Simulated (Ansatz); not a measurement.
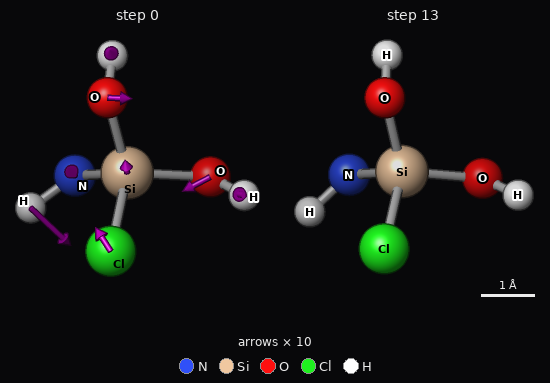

The structure of SiNH₃O₂Cl (multiplicity 2) before (left) and after (right) a relaxation, at one scale. The purple arrows give the displacements, magnified 10 times.

The picture is a ball-and-stick view, seen at a tilt.

The start comes from PBE-D4/def2-SVP.

Theory: Ansatz 0.2.0, UKS PBE0-D4/def2-TZVP.

Input file:
```yaml
crystal:
  periodic: [false, false, false]
  atoms:
    - {symbol: N, position_ang: [-0.873431, 0.649107, 1.258074]}
    - {symbol: Si, position_ang: [0.038098, 0.086811, -0.122123]}
    - {symbol: O, position_ang: [1.589513, -0.132617, 0.433181]}
    - {symbol: O, position_ang: [-0.697447, -1.316725, -0.650204]}
    - {symbol: Cl, position_ang: [0.074758, 1.306132, -1.806253]}
    - {symbol: H, position_ang: [-1.531232, 1.418208, 1.031137]}
    - {symbol: H, position_ang: [2.280699, -0.078633, -0.249767]}
    - {symbol: H, position_ang: [-0.788858, -1.989383, 0.050055]}
basis:
  gaussian: {orbitals: def2-TZVP}
magnetization: {spin_polarized: true, initial_magnetization: 1}
hamiltonian: {xc: pbe0, dispersion: d4}
relax: {f_tol: 0.005, max_steps: 150}
```

Command:
```bash
ansatz run in.yaml --threads 4 --pin off --events-out ev --progress --plain --max-ram 10444MiB
```

Q: Summarise the run.

A: After 12 accepted moves (13 points after the start) the energy has fallen by 1.95 kcal/mol. Largest force component: 0.88 eV/Å at the start, 0.0027 eV/Å at the end. The line search rejected the trial step at point 12 of the run. H6 moves most after the best rigid fit: 0.12 Å. By element the largest moves are H 0.12 Å, O 0.06 Å, Cl 0.06 Å, N 0.05 Å, Si 0.03 Å. Some distances before and after: Si2–O4 1.670 → 1.628 Å, Si2–O3 1.662 → 1.625 Å, Si2–Cl5 2.080 → 2.048 Å, N1–H6 1.037 → 1.020 Å. Among the angles between lasting bonds that change: Si2–O4–H8 113.2° → 116.6°, Si2–O3–H7 114.9° → 118.0°, Si2–N1–H6 113.4° → 116.3°. Cost: 66 s on 4 threads of Arm Neoverse V1 (shared host).
